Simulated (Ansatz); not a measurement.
# One shape, several levels: SiH2 (SMILES [SiH2])

Aim: a comparison of 6 runs (UHF/cc-pVDZ, UB3LYP/3-21G, UB3LYP/cc-pVDZ, revPBE/cc-pVDZ, BCCD(T)/3-21G, CCSD(T)/cc-pVDZ) of SiH2. 

Program for the calculation: Ansatz 0.2.0.

61 further runs of the same task are left out: 61 set aside as unsound or not needed.

**1. The system as given**

The species is SiH2 (3 atoms), meant as a singlet with charge 0. SMILES: `[SiH2]`. The H2–Si1 distance was set to 3.814 Å, away from the relaxed value. At this shape a bond of the SMILES string is far longer than usual.

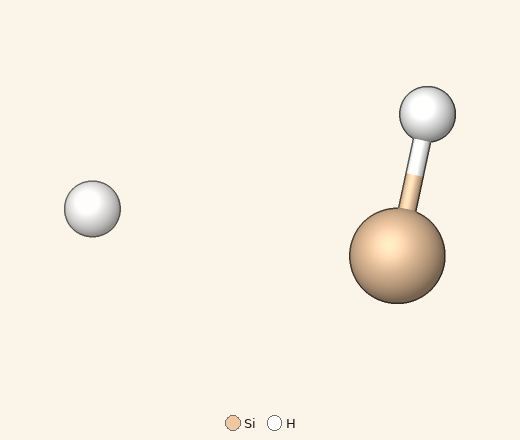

The structure, seen from a chosen angle (silicon light orange, hydrogen white).

**2. A single-point energy at UHF/cc-pVDZ (run 1)**

File run.yaml:

```yaml
crystal:
  periodic: [false, false, false]
  atoms:
    - {symbol: Si, position_ang: [-2.488457, 0.303599, -1.317754]}
    - {symbol: H, position_ang: [0.840300, 0.578600, 0.522500]}
    - {symbol: H, position_ang: [-2.346357, -1.212201, -1.413054]}
basis:
  gaussian: {orbitals: cc-pVDZ}
magnetization: {spin_polarized: true}
hamiltonian: {xc: hf}
accuracy: high
```

Started as:

```bash
$ ansatz run run.yaml --threads 1 --pin off --max-ram 2610MiB --events-out events.jsonl --progress --plain --runs-dir runs
```

What it wrote:

```text
Warning: RAYON_NUM_THREADS=1 ignored (pool sized by the plan → 1); use --threads N
Functional definition: HF
  name "HF"
  exchange = exact_x
  correlation = 0
507 factors; integrals over basis functions are off by at most 3.7e-9 eV
mean field evaluation 1: about -7883.9618 eV, gradient 1.0e1 eV
mean field evaluation 2: about -7883.9614 eV, gradient 1.0e1 eV
mean field evaluation 4: about -7886.3634 eV, gradient 1.9e0 eV
mean field evaluation 8: about -7886.4290 eV, gradient 1.1e-3 eV
mean field evaluation 16: about -7886.4290 eV, gradient 2.5e-3 eV
mean field evaluation 32: about -7886.4458 eV, gradient 3.6e-1 eV
mean field evaluation 64: about -7889.2429 eV, gradient 2.7e0 eV
mean field evaluation 96: about -7889.2431 eV, gradient 2.7e0 eV
mean field evaluation 128: about -7888.7030 eV, gradient 3.1e0 eV
mean field evaluation 160: about -7889.3559 eV, gradient 1.6e-2 eV
mean field evaluation 192: about -7886.7984 eV, gradient 3.9e0 eV
mean field evaluation 224: about -7886.4298 eV, gradient 3.9e-1 eV
mean field -7889.36906605 eV, -289.9289655709 hartree, gradient 9.3e-9 eV, S^2 1.003036; 7 other end points of the search recorded, 0 dependent functions left out
reference -7889.36906605 eV, -289.9289655709 hartree; 8, 8 occupied and 20, 20 virtual orbitals, 507 factors
Total energy: -7889.36906605 eV, -289.9289655709 hartree
```

Run time: 0.54 s. Hardware: 1 thread of Arm Neoverse V1, shared host.

**3. The energy at UB3LYP/3-21G (run 2)**

File job.yaml:

```yaml
crystal:
  periodic: [false, false, false]
  atoms:
    - {symbol: Si, position_ang: [-2.488457, 0.303599, -1.317754]}
    - {symbol: H, position_ang: [0.840300, 0.578600, 0.522500]}
    - {symbol: H, position_ang: [-2.346357, -1.212201, -1.413054]}
basis:
  gaussian: {orbitals: 3-21G.json}
total_charge: 0
magnetization: {spin_polarized: true, initial_magnetization: 0}
hamiltonian: {xc: {name: B3LYP}}
accuracy: high
```

The basis set 3-21G is read from a file made from the Basis Set Exchange's data (not shown).

Started as:

```bash
$ ansatz run job.yaml --threads 1 --pin off --max-ram 2610MiB --events-out events.jsonl --progress --plain --runs-dir runs
```

What it wrote:

```text
Warning: RAYON_NUM_THREADS=1 ignored (pool sized by the plan → 1); use --threads N
Functional definition: B3LYP
  name "B3LYP"
  parameter a0 = 0.2
  parameter ax = 0.72
  parameter ac = 0.81
  exchange = (1 - a0 - ax)*slater_x + ax*b88_x + a0*exact_x
  correlation = (1 - ac)*vwn_rpa_c + ac*lyp_c
316 factors; integrals over basis functions are off by at most 3.3e-9 eV
mean field evaluation 1: about -7857.6324 eV, gradient 1.3e1 eV
mean field evaluation 2: about -7849.0353 eV, gradient 2.0e1 eV
mean field evaluation 4: about -7854.1165 eV, gradient 2.1e1 eV
mean field evaluation 8: about -7862.2988 eV, gradient 4.6e-2 eV
mean field evaluation 16: about -7863.3554 eV, gradient 6.7e-2 eV
mean field evaluation 32: about -7863.3535 eV, gradient 4.7e-4 eV
mean field evaluation 64: about -7863.3317 eV, gradient 1.5e-1 eV
mean field -7863.35353356 eV, -288.9729123860 hartree, gradient 4.8e-8 eV, S^2 0.952156; 7 other end points of the search recorded, 0 dependent functions left out
reference -7863.35356322 eV, -288.9729134760 hartree; 8, 8 occupied and 9, 9 virtual orbitals, 316 factors
Total energy: -7863.35356322 eV, -288.9729134760 hartree
```

It took 4.2 s on 1 thread of Arm Neoverse V1, shared host; peak memory 0.098 GiB.

Runs 3 to 4 aren't shown in full; the table further down has their settings and results.

**4. A single-point energy at BCCD(T)/3-21G (run 5)**

File molecule.yaml:

```yaml
crystal:
  periodic: [false, false, false]
  atoms:
    - {symbol: Si, position_ang: [-2.488457, 0.303599, -1.317754]}
    - {symbol: H, position_ang: [0.840300, 0.578600, 0.522500]}
    - {symbol: H, position_ang: [-2.346357, -1.212201, -1.413054]}
basis:
  gaussian: {orbitals: 3-21G.json}
correlation: {method: bccd_t, frozen_orbitals: {H: 0, Si: 5}}
accuracy: high
scf: {omitted_lower_state_checks: [cluster_reference, increment]}
```

The basis set 3-21G is read from a file made from the Basis Set Exchange's data (not shown).

Started as:

```bash
$ ansatz run molecule.yaml --threads 1 --pin off --max-ram 2610MiB --events-out events.jsonl --progress --plain --runs-dir runs
```

What it wrote:

```text
Warning: RAYON_NUM_THREADS=1 ignored (pool sized by the plan → 1); use --threads N
[... 13 lines left out ...]
5 core orbitals not correlated: weight in the atoms' cores, before any rotation towards them, 1.000 or more for the frozen orbitals, at most 0.000 for the correlated occupied ones
[... 32 lines left out ...]
WARN: these amplitudes may be one of several solutions (largest doubles amplitude 0.77, level shift 6.42 eV)
Total energy: -7849.18809909 eV, -288.4523422708 hartree
Checks for a lower state left out: cluster_reference, increment
```

Run time: 0.28 s. Hardware: 1 thread of Arm Neoverse V1, shared host.

**5. A single-point energy at CCSD(T)/cc-pVDZ (run 6)**

File job.yaml:

```yaml
crystal:
  periodic: [false, false, false]
  atoms:
    - {symbol: Si, position_ang: [-2.488457, 0.303599, -1.317754]}
    - {symbol: H, position_ang: [0.840300, 0.578600, 0.522500]}
    - {symbol: H, position_ang: [-2.346357, -1.212201, -1.413054]}
basis:
  gaussian:
    orbitals: cc-pVDZ
correlation:
  method: ccsd_t
  frozen_orbitals: {H: 0, Si: 5}
accuracy: high
scf:
  omitted_lower_state_checks: [cluster_reference, increment]
```

Started as:

```bash
$ ansatz run job.yaml --threads 1 --pin off --max-ram 2610MiB --events-out events.jsonl --progress --plain --runs-dir runs
```

What it wrote:

```text
Warning: RAYON_NUM_THREADS=1 ignored (pool sized by the plan → 1); use --threads N
[... 14 lines left out ...]
5 core orbitals not correlated: weight in the atoms' cores, before any rotation towards them, 1.000 or more for the frozen orbitals, at most 0.000 for the correlated occupied ones
[... 32 lines left out ...]
WARN: these amplitudes may be one of several solutions (largest doubles amplitude 0.77, level shift 4.54 eV)
Total energy: -7892.09210389 eV, -290.0290353657 hartree
Checks for a lower state left out: cluster_reference, increment
```

It took 0.4 s on 1 thread of Arm Neoverse V1, shared host.

**6. All runs side by side**

```csv
run,level,frozen core orbitals,energy (Eh),wall time
1,UHF/cc-pVDZ,–,-289.928966,0.54 s
2,UB3LYP/3-21G,–,-288.972913,4.2 s
3,UB3LYP/cc-pVDZ,–,-290.509973,7.8 s
4,revPBE/cc-pVDZ,–,-290.405737,0.93 s
5,BCCD(T)/3-21G,5,-288.452342,0.28 s
6,CCSD(T)/cc-pVDZ,5,-290.029035,0.4 s
```

**7. Outcome**

```
                                          quantity          value
                               run 6: total energy  -290.02904 Eh
run 6: correlation energy (5 core orbitals frozen)     -208.1 mEh
                             run 6: (T) correction     -19.48 mEh
                              run 6: T1 diagnostic          0.125
```

What this shows: Totals of different functionals can't be ranked against each other. In run 6 the T1 diagnostic is large, so a single reference may not serve. In runs 5, 6 the log says that unrestricted orbitals would lower the reference, so the values rest on an unstable closed-shell determinant (other closed-shell runs at this shape may share the fault). In runs 4, 6 a closed-shell determinant meets a far-stretched bond, which it describes badly. Spin contamination of the reference: run 1 ⟨S²⟩ = 1.00, run 2 ⟨S²⟩ = 0.95, run 3 ⟨S²⟩ = 0.94. Where it is this large, the reference is a mixture of spin states, and values that rest on it are in doubt. All runs together took 14 s, the longest 7.8 s.
